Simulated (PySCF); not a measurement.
**LuF3(NH3): other functionals and bases at one geometry**

Aim: see how levels, charges and forces of LuF3(NH3) depend on the level of theory. It is a constructed species; whether it can be made isn't addressed.

Computed with PySCF 2.14.0. Level: several levels, as the steps say, no spin–orbit coupling.

1 further run of the same task is left out (for a known fault of the program).

### 1 Where the work starts

8 atoms, charge 0, spin multiplicity 1.

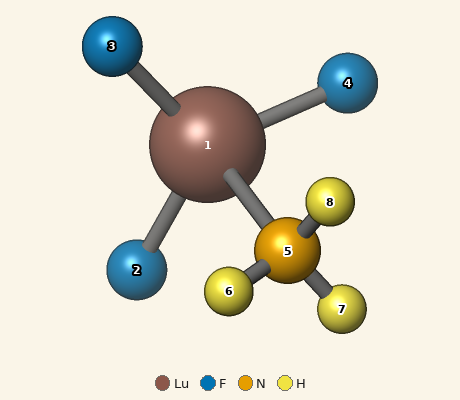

The structure; lutetium brown, fluorine blue, nitrogen amber, hydrogen yellow; atoms are numbered from 1 in the order of the file.

Coordinates:

```
atom    x (Å)    y (Å)    z (Å)
 Lu1   0.0902  -0.0902   0.0902
  F2   1.0442   1.3672   1.0442
  F3  -1.3672  -1.0442   1.0442
  F4   1.0442  -1.0442  -1.3672
  N5  -1.3065   1.3065  -1.3065
  H6  -1.9159   1.9159  -0.7569
  H7  -0.7569   1.9159  -1.9159
  H8  -1.9159   0.7569  -1.9159
```

Formal oxidation states: Lu +3. Each metal's 14 4f electrons lie in its core potential, so multiplicities, spins and levels count the valence alone. An earlier session relaxed this geometry at PBE0, Lu lcecp-1-SVP with ECP60, F def2-SVP, N def2-SVP, H def2-SVP (singlet, point group C3v).

At PBE0 on the finer grid: E = -395.753046 Eh, HOMO -9.66 eV, LUMO -0.77 eV, Mulliken charge on Lu1 +1.10 e, largest force component 0.003 eV/Å. 

Levels to run: M06-L; PBE; PBE0, TZVP. Hardware: 2 threads of Arm Neoverse V1, shared host.

### 2 M06-L

Input file run.py (the lines that set the calculation):

```python
mol = gto.M(atom='''
Lu     0.09024    -0.09024     0.09024
F      1.04425     1.36720     1.04425
F     -1.36720    -1.04425     1.04425
F      1.04425    -1.04425    -1.36720
N     -1.30653     1.30653    -1.30653
H     -1.91594     1.91594    -0.75689
H     -0.75689     1.91594    -1.91594
H     -1.91594     0.75689    -1.91594''',
    basis={'Lu': 'lcecp-1-SVP', 'F': 'def2-SVP', 'N': 'def2-SVP', 'H': 'def2-SVP'},
    ecp={'Lu': 'lcecp-1-SVP'},
    charge=0, spin=0)
mf = dft.RKS(mol, xc='M06L')
mf.grids.atom_grid = (75, 302)  # f atoms: unpruned, at least (60, 302)
mf = mf.density_fit()  # fitting sets: Lu AutoAux, F def2-universal-JKFIT, N def2-universal-JKFIT, H def2-universal-JKFIT
mf.conv_tol = 1e-08; mf.max_cycle = 55
mf.kernel(dm0)  # dm0: the density of the relaxed state
```

Command:

```console
OMP_NUM_THREADS=2 python run.py
```

### 3 PBE

Edit run.py (the lines that set the calculation) of step 2 so:

```diff
@@ -12,3 +12,3 @@
     charge=0, spin=0)
-mf = dft.RKS(mol, xc='M06L')
+mf = dft.RKS(mol, xc='PBE')
 mf.grids.atom_grid = (75, 302)  # f atoms: unpruned, at least (60, 302)
```

### 4 PBE0, TZVP

Basis: Lu lcecp-1-TZVP with ECP60, F def2-TZVP, N def2-TZVP, H def2-TZVP. 

Edit run.py (the lines that set the calculation) of step 3 so:

```diff
@@ -9,6 +9,6 @@
 H     -1.91594     0.75689    -1.91594''',
-    basis={'Lu': 'lcecp-1-SVP', 'F': 'def2-SVP', 'N': 'def2-SVP', 'H': 'def2-SVP'},
-    ecp={'Lu': 'lcecp-1-SVP'},
+    basis={'Lu': 'lcecp-1-TZVP', 'F': 'def2-TZVP', 'N': 'def2-TZVP', 'H': 'def2-TZVP'},
+    ecp={'Lu': 'lcecp-1-TZVP'},
     charge=0, spin=0)
-mf = dft.RKS(mol, xc='PBE')
+mf = dft.RKS(mol, xc='PBE0')
 mf.grids.atom_grid = (75, 302)  # f atoms: unpruned, at least (60, 302)
@@ -16,2 +16,2 @@
 mf.conv_tol = 1e-08; mf.max_cycle = 55
-mf.kernel(dm0)  # dm0: the density of the relaxed state
+mf.kernel(dm0)  # dm0: free metal ions and neutral atoms
```

Before running it: what results should come out? Wanted: for each run, HOMO; gap; charge on Lu1; dipole; largest force.

**Answer**, as computed:

| level | state | HOMO (eV) | gap (eV) | charge on Lu1 (e) | dipole (D) | largest force (eV/Å) | basis functions | time |
| --- | --- | --- | --- | --- | --- | --- | --- | --- |
| PBE0 (relaxed here) | singlet | -9.66 | 8.88 | 1.10 | 5.93 | 0.00 | 104 | 16 s |
| M06-L | singlet | -7.96 | 7.37 | 1.26 | 5.76 | 0.17 | 104 | 9.4 s |
| PBE | singlet | -7.66 | 6.14 | 0.86 | 5.84 | 0.22 | 104 | 6.5 s |
| PBE0, TZVP | singlet | -9.82 | 8.83 | 1.57 | 5.92 | 0.22 | 189 | 17 s |

Times are on 2 threads of Arm Neoverse V1, shared host; the first row also made further properties.

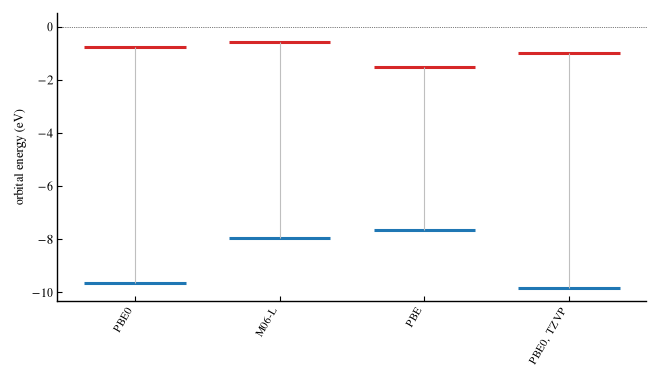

Highest filled and lowest empty level, method by method.

In one basis the HOMO–LUMO gap runs from 6.14 eV (PBE) to 8.88 eV (PBE0). The largest leftover force, 0.22 eV/Å with PBE, stands at a geometry relaxed at another level. The Mulliken charge on Lu spans +0.86 to +1.57 e over the levels. With 4f in the core, its levels are missing from HOMO and gap. Total energies of different levels can't be compared. Spin–orbit coupling is left out throughout.
